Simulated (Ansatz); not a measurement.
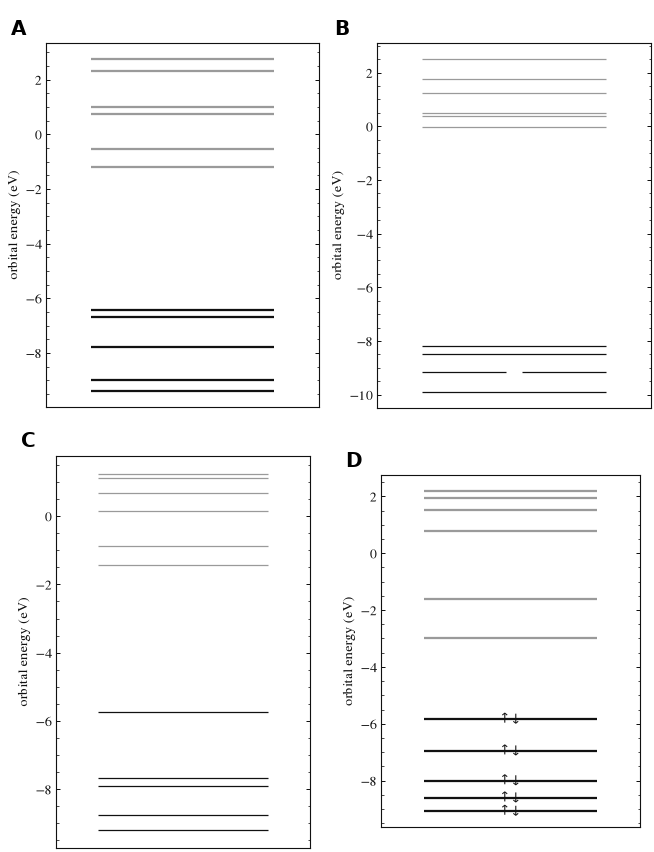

Kohn-Sham orbital energies near the frontier, r2SCAN/def2-TZVPP with the Ansatz code, at a PBE0-D4/def2-TZVP geometry (no frequency check), isolated molecule; empty levels in grey, levels within 0.03 eV side by side.

### Assign the panels.
1. C₂H₈BNSi, SMILES B[Si@H](C)N=C
2. C₂H₆SeSi (enethiol tautomer), SMILES C=C([SiH3])[SeH]
3. CH₄F₂OSi, SMILES OC(F)(F)[SiH3]
4. C₃H₅FSi, SMILES F/C=C1/C[SiH2]1

A: 4 (HOMO −6.43 eV, LUMO −1.22 eV)
B: 3 (HOMO −8.19 eV, LUMO −0.03 eV)
C: 2 (HOMO −5.73 eV, LUMO −1.44 eV)
D: 1 (HOMO −5.84 eV, LUMO −2.98 eV)

Limits of at least one run: empty levels above zero depend strongly on the basis; no scalar relativity up to krypton; one conformer of a flexible molecule; spin-orbit coupling is left out, and with Se it can shift these levels and split any degenerate set.
